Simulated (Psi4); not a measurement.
# BH2F (SMILES BF): a chain of runs

Aim: a structure relaxation (CAM-B3LYP/cc-pVDZ), then the harmonic vibrations, then a single-point energy (FNO-CCSD(T)/cc-pVTZ) of BH2F. 

The results are computed with Psi4 1.11.

## (1) The structure to begin with

BH2F has 4 atoms, charge 0, and is taken as a singlet. SMILES: `BF`. All atoms were displaced at random from a relaxed shape. The run starts from this shape.

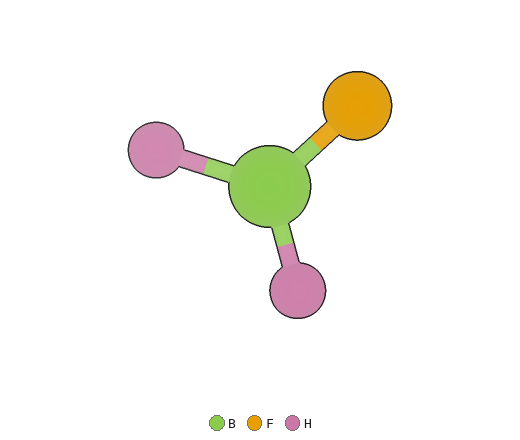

Viewed from a chosen angle; boron green, fluorine amber, hydrogen pink.

## (2) A structure relaxation at CAM-B3LYP/cc-pVDZ (density fitting) (run 1)

bfh2.dat

```
memory 1600 MB

molecule molecule1 {
  B
  F 1 1.254488
  H 1 1.265034 2 119.55478
  H 1 1.134779 2 117.58416 3 173.14546
  symmetry c1
}

set globals {
  basis cc-pVDZ
  reference rks
  geom_maxiter 60
}

opt("cam-b3lyp")
```

Started as:

```
psi4 -n 1 bfh2.dat bfh2.out
```

bfh2.out:

```text
[...]
  Running in c1 symmetry.
[...]
  Nuclear repulsion =   28.173957637119990
[...]
  Multiplicity = 1
[...]
  Nalpha       = 8
  Nbeta        = 8
[...]
    Number of basis functions: 38
[...]
   @DF-RKS iter   1:  -125.84504716190119   -5.12141e-01   7.21200e-03 ADIIS/DIIS
[...]
   @DF-RKS iter   6:  -125.88095322880444   -5.52802e-12   8.64341e-09 DIIS
[...]
    Orbital Energies [Eh]
    ---------------------
    Doubly Occupied:
       1A    -24.789473     2A     -6.902584     3A     -1.301383
       4A     -0.638877     5A     -0.550217     6A     -0.531016
       7A     -0.517562     8A     -0.392380
[...]
  @DF-RKS Final Energy:  -125.88095322880444
   => Energetics <=
    Nuclear Repulsion Energy =             26.9716409557310612
    One-Electron Energy =                -226.8105324675986196
    Two-Electron Energy =                  85.1235902574527898
    DFT Exchange-Correlation Energy =     -11.1656519743896698
    Empirical Dispersion Energy =           0.0000000000000000
    VV10 Nonlocal Energy =                  0.0000000000000000
    Total Energy =                       -125.8809532288044437
[...]
 Multipole Moments:
 ------------------------------------------------------------------------------------
     Multipole            Electronic (a.u.)      Nuclear  (a.u.)        Total (a.u.)
 ------------------------------------------------------------------------------------
 L = 1.  Multiply by 2.5417464519 to convert [e a0] to [Debye]
 Dipole X            :         -0.0001859            0.0001401           -0.0000458
 Dipole Y            :          0.0000401           -0.0000254            0.0000147
 Dipole Z            :          2.0179541           -2.2787785           -0.2608243
 Magnitude           :                                                    0.2608244
[...]
  -Total Gradient:
     Atom            X                  Y                   Z
    ------   -----------------  -----------------  -----------------
       1       -0.000013273489    -0.000003782549     0.000004105435
       2        0.000003907584    -0.000005700616     0.000030940245
       3        0.000004686403    -0.000006401859    -0.000040484849
       4        0.000004679789     0.000015882247    -0.000028471718
[...]
    Final optimized geometry and variables:
    Molecular point group: c1
    Full point group: C1
    Geometry (in Angstrom), charge = 0, multiplicity = 1:
    B
    F             1    1.327564
    H             1    1.205487      2  117.485131
    H             1    1.205459      2  117.479841      3  179.991997
    Psi4 run time: 0:00:19.55
[...]
```

The script printed:

```text
Optimizer: Optimization complete!
```

Run time: 22 s. Hardware: 1 thread of AMD EPYC 7R13 (Zen 3), shared host; peak memory 0.34 GiB.

Step by step:

| step | energy from the first frame kept (eV) | largest force (eV/Å) |
| --- | --- | --- |
| 0 | 0.0000 | 4.3284 |
| 1 | -0.2331 | 1.3294 |
| 2 | -0.0799 | 2.3171 |
| 3 | -0.1976 | 1.2366 |
| 4 | -0.2532 | 0.1743 |
| 5 | -0.2540 | 0.0214 |
| 6 | -0.2540 | 0.0021 |

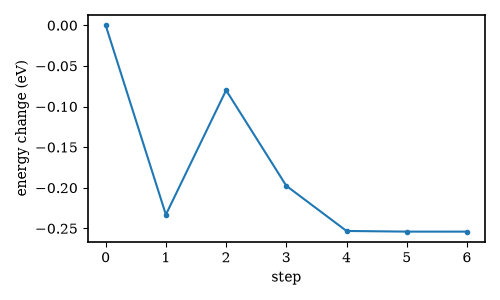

Energy along the run.

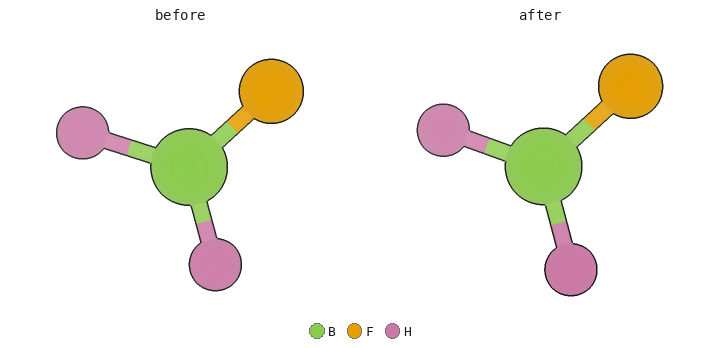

Before and after, at one scale.

After the run. Bond lengths: B1–F2 1.328 Å, B1–H3 1.205 Å, B1–H4 1.205 Å. Angles: F2–B1–H3 117.5°, F2–B1–H4 117.5°, H3–B1–H4 125.0°.

## (3) Vibrational wavenumbers at CAM-B3LYP/cc-pVDZ (density fitting) (run 2)

job.dat

```
memory 1.6 GB

molecule system {
  0 1
  B     -0.038945     0.013286    -0.050589
  F      1.038324    -0.194532     0.696893
  H     -1.014569    -0.655706     0.181370
  H      0.033814     0.856566    -0.908911
}

set reference rks
set t 298.15
set rotational_symmetry_number 2

result = frequencies("cam-b3lyp/cc-pVDZ")
```

Started as:

```
psi4 -i job.dat -o job.out -n 1
```

job.out:

```text
[...]
  Running in c1 symmetry.
[...]
  Nuclear repulsion =   26.971634026528598
[...]
  Multiplicity = 1
[...]
  Nalpha       = 8
  Nbeta        = 8
[...]
    Number of basis functions: 38
[...]
   @DF-RKS iter   1:  -125.85598643080681   -5.98460e-01   7.07651e-03 DIIS/ADIIS
[...]
   @DF-RKS iter   9:  -125.88095230234929   -7.24754e-13   5.54614e-09 DIIS
[...]
    Orbital Energies [Eh]
    ---------------------
    Doubly Occupied:
       1A    -24.789508     2A     -6.902746     3A     -1.301420
       4A     -0.638874     5A     -0.550221     6A     -0.531048
       7A     -0.517421     8A     -0.392327
[...]
  @DF-RKS Final Energy:  -125.88095230234929
   => Energetics <=
    Nuclear Repulsion Energy =             26.9673919009129648
    One-Electron Energy =                -226.8021315118874668
    Two-Electron Energy =                  85.1190670974642387
    DFT Exchange-Correlation Energy =     -11.1652797888390207
    Empirical Dispersion Energy =           0.0000000000000000
    VV10 Nonlocal Energy =                  0.0000000000000000
    Total Energy =                       -125.8809523023492858
[...]
 Multipole Moments:
 ------------------------------------------------------------------------------------
     Multipole            Electronic (a.u.)      Nuclear  (a.u.)        Total (a.u.)
 ------------------------------------------------------------------------------------
 L = 1.  Multiply by 2.5417464519 to convert [e a0] to [Debye]
 Dipole X            :          1.6377873           -1.8491763           -0.2113890
 Dipole Y            :         -0.3160920            0.3568356            0.0407436
 Dipole Z            :          1.1362766           -1.2829842           -0.1467076
 Magnitude           :                                                    0.2605157
[...]
  -Total Gradient:
     Atom            X                  Y                   Z
    ------   -----------------  -----------------  -----------------
       1        0.000093178677    -0.000233359852     0.000273209507
       2       -0.000010161820    -0.000071776716     0.000077241688
       3       -0.000112689397    -0.000127927587     0.000087943523
       4        0.000002145446     0.000438338959    -0.000457456667
[...]
  ==> Harmonic Vibrational Analysis <==
[...]
  Freq [cm^-1]                1015.2012           1098.2548           1163.4295
[...]
  IR activ [km/mol]            55.9740             80.9534             16.3435
[...]
  Freq [cm^-1]                1338.6562           2599.9009           2700.4677
[...]
  IR activ [km/mol]            158.8741            71.9055             176.5276
[...]
  Total E_0, Enthalpy at 0 [K]                                                         -125.85836312 [Eh]
[...]
  Total H, Enthalpy at  298.15 [K]                                                     -125.85449752 [Eh]
[...]
  Total G, Gibbs energy at  298.15 [K]                                                 -125.87979135 [Eh]
[...]
```

Run time: 51 s. Hardware: 1 thread of AMD EPYC 7R13 (Zen 3), shared host; peak memory 0.33 GiB.

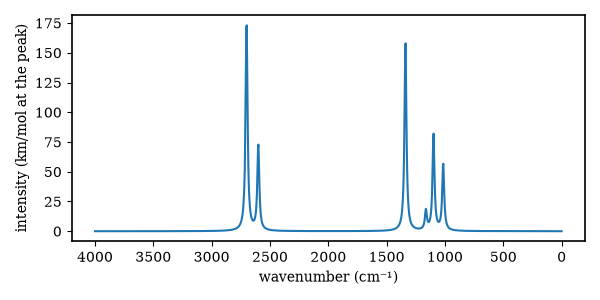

Harmonic infrared spectrum, unscaled, lines broadened by 10 cm⁻¹.

## (4) A single-point energy at FNO-CCSD(T)/cc-pVTZ (run 3)

job.dat

```
memory 1600 mb

molecule mol {
  0 1
  B
  F 1 1.327564
  H 1 1.205486 2 117.48513
  H 1 1.205459 3 125.03503 2 -179.99142
  units angstrom
  symmetry c1
}

set scf_type pk
set freeze_core true

energy("fno-ccsd(t)/cc-pVTZ")
print_variables()
```

Started as:

```
psi4 job.dat job.out -n 1
```

job.out:

```text
[...]
  Running in c1 symmetry.
[...]
  Nuclear repulsion =   26.971635417958669
[...]
  Multiplicity = 1
[...]
  Nalpha       = 8
  Nbeta        = 8
[...]
    Number of basis functions: 88
[...]
   @RHF iter   1:  -125.34972979343394   -8.26708e-01   2.94044e-03 DIIS/ADIIS
[...]
   @RHF iter   9:  -125.37287640473237   -1.51488e-11   7.50533e-09 DIIS
[...]
    Orbital Energies [Eh]
    ---------------------
    Doubly Occupied:
       1A    -26.306239     2A     -7.669616     3A     -1.616037
       4A     -0.790486     5A     -0.702830     6A     -0.672080
       7A     -0.625772     8A     -0.488046
[...]
  @RHF Final Energy:  -125.37287640473237
   => Energetics <=
    Nuclear Repulsion Energy =             26.9716354179586695
    One-Electron Energy =                -226.9468123110392526
    Two-Electron Energy =                  74.6023004883482059
    Total Energy =                       -125.3728764047323665
[...]
 Multipole Moments:
 ------------------------------------------------------------------------------------
     Multipole            Electronic (a.u.)      Nuclear  (a.u.)        Total (a.u.)
 ------------------------------------------------------------------------------------
 L = 1.  Multiply by 2.5417464519 to convert [e a0] to [Debye]
 Dipole X            :         -0.0001895            0.0001387           -0.0000508
 Dipole Y            :          0.0000422           -0.0000257            0.0000165
 Dipole Z            :          1.8689622           -2.2787786           -0.4098164
 Magnitude           :                                                    0.4098164
[...]
      * MP2 total energy:                   -125.730869289710
[...]
      * MP2 total energy:                   -125.730869289710
[...]
      * MP3 total energy:                   -125.739283706304
[...]
      * CCSD total energy:                  -125.744799837235
[...]
      * CCSD(T) total energy                -125.755137993113
[...]
```

Wall time 23 s (1 thread of AMD EPYC 7R13 (Zen 3), shared host); peak memory 0.63 GiB.

## (5) Summary of results

```
                                                                           quantity             value
                                  run 1, CAM-B3LYP/cc-pVDZ: total energy at the end     -125.88095 Eh
                                            run 1, CAM-B3LYP/cc-pVDZ: dipole moment            0.66 D
                                              run 1, CAM-B3LYP/cc-pVDZ: HOMO energy         -10.68 eV
                                              run 1, CAM-B3LYP/cc-pVDZ: LUMO energy           0.17 eV
                                            run 1, CAM-B3LYP/cc-pVDZ: HOMO–LUMO gap          10.85 eV
                               run 2, CAM-B3LYP/cc-pVDZ: lowest harmonic wavenumber         1015 cm⁻¹
                              run 2, CAM-B3LYP/cc-pVDZ: highest harmonic wavenumber         2700 cm⁻¹
                                        run 2, CAM-B3LYP/cc-pVDZ: zero-point energy       59.3 kJ/mol
run 2, CAM-B3LYP/cc-pVDZ: ideal-gas entropy at 298.15 K (symmetry number 2 as used)  53.2 cal/(mol K)
                                           run 3, FNO-CCSD(T)/cc-pVTZ: total energy     -125.75514 Eh
                    run 3, FNO-CCSD(T)/cc-pVTZ: HOMO energy (Hartree–Fock orbitals)         -13.28 eV
                    run 3, FNO-CCSD(T)/cc-pVTZ: LUMO energy (Hartree–Fock orbitals)           2.33 eV
                  run 3, FNO-CCSD(T)/cc-pVTZ: HOMO–LUMO gap (Hartree–Fock orbitals)          15.61 eV
            run 3, FNO-CCSD(T)/cc-pVTZ: correlation energy (2 core orbitals frozen)        -382.3 mEh
                                         run 3, FNO-CCSD(T)/cc-pVTZ: (T) correction        -10.34 mEh
                                          run 3, FNO-CCSD(T)/cc-pVTZ: T1 diagnostic             0.013
```

The optimisation (run 1, CAM-B3LYP/cc-pVDZ) took 7 steps and changed the energy by -0.254 eV. All 6 modes (run 2, CAM-B3LYP/cc-pVDZ) are real, so the shape is a minimum at this level. The triples (run 3, FNO-CCSD(T)/cc-pVTZ) make up 2.7 % of the correlation energy.
